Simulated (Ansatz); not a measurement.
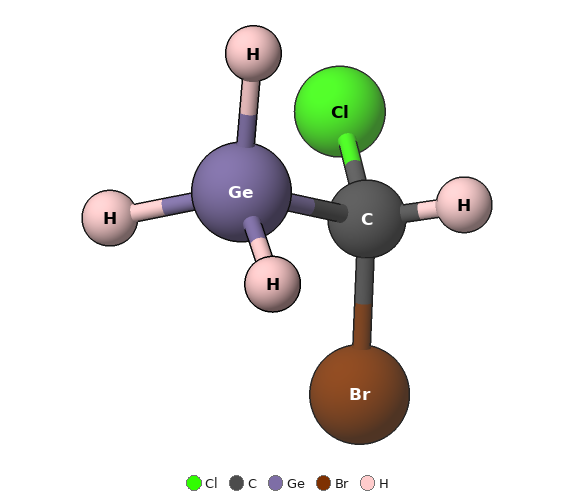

The picture shows a molecular structure as a ball-and-stick model.

Give the formula.

Answer. CH₄BrClGe, 8 atoms: 1 carbon, 4 hydrogen, 1 bromine, 1 chlorine and 1 germanium.

Give the symmetry (Schoenflies symbol).

Answer. C1.

Give a SMILES string for it.

Answer. Cl[C@@H]([GeH3])Br

How many bonds of each kind are drawn?

Answer. 3 Ge–H, 1 C–Cl, 1 C–Ge, 1 C–Br, 1 C–H.

The parts below concern this one geometry. Atoms keep their numbers from picture to picture. The geometry was computed by an optimisation with PBE0-D4/def2-TZVP.

### Electronic properties

Properties computed with RKS PBE0-D4/def2-QZVPP (Ansatz 0.2.0).

Predict the main results.

- HOMO energy (Kohn–Sham orbital): −7.92 eV
- LUMO energy (Kohn–Sham orbital): −1.00 eV
- HOMO–LUMO gap: 6.92 eV
- dispersion correction: −18.5 kJ/mol

### Vibrations

Harmonic vibrations computed with RKS PBE0-D4/def2-TZVP (Ansatz 0.2.0) at a stationary point of the same level.

How many vibrational modes are there, and where do they lie?

Answer. 18 modes: 117, 140, 170, 243, 440, 541, 643, 701, 778, 819, 872, 874, 1121, 1203, 2164, 2175, 2196, 3152 cm⁻¹.

### Dipole moment

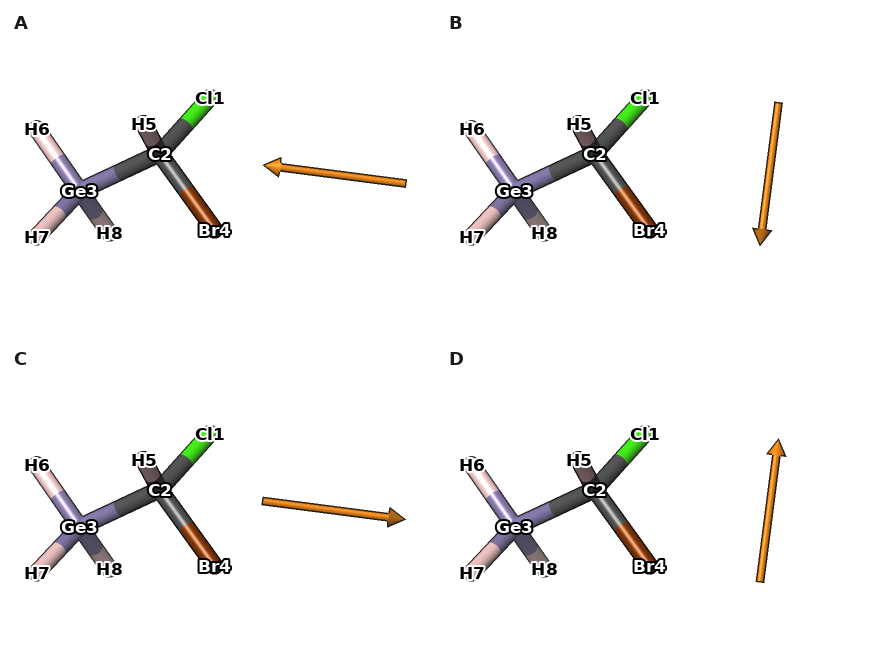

The same molecule four times, each with an arrow. Level of theory: RKS r2SCAN-D4/def2-TZVPP (Ansatz 0.2.0).

Which arrow points along the dipole moment, from the negative to the positive end?

Answer. A. The dipole moment is 1.66 D; it points from the side of Br4 to the side of H6, H7 (the outermost atoms at the two ends).
